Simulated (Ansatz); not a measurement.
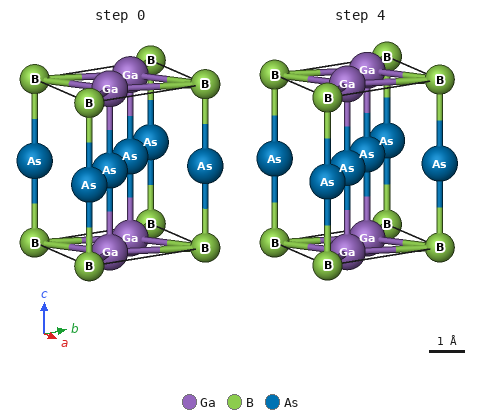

The structure of crystalline Ga₂BAs₃ (a generated structure, set up in P6/mmm) (coarse preliminary run) before (left) and after (right) a relaxation, at one scale.

A ball-and-stick model of the cell of the calculation, seen slightly off an axis.

The calculation used Ansatz 0.2.0, DFT PBE, scalar-relativistic, plane waves, PAW. (plane-wave cutoff 420 eV; k-point mesh 6 × 6 × 4; occupations gaussian; smearing width 0.1 eV; no spin polarisation; cell and atoms relaxed; force threshold 0.04 eV/Å; at most 70 steps)

Describe what moved and what it gained.

No atom moves by more than 0.005 Å relative to the cell. Cell: a = b 5.077 → 4.911 Å (−3.3 %), c 4.810 → 4.941 Å (+2.7 %). Volume −3.9 %. Some distances before and after: B–Ga 2.931 → 2.836 Å, As–Ga 2.405 → 2.471 Å, As–B 2.405 → 2.471 Å. The space group stays P6/mmm (No. 191). The energy falls by 41.7 meV per atom in 3 accepted moves (4 points after the start). All forces vanish by symmetry, so only the cell relaxes. The pressure goes from −1.23 to −0.03 GPa. The SCF was repeated once at an unchanged geometry on a basis and grid sized afresh for the cell, which shifted the energy by 0.2 meV per atom at most.
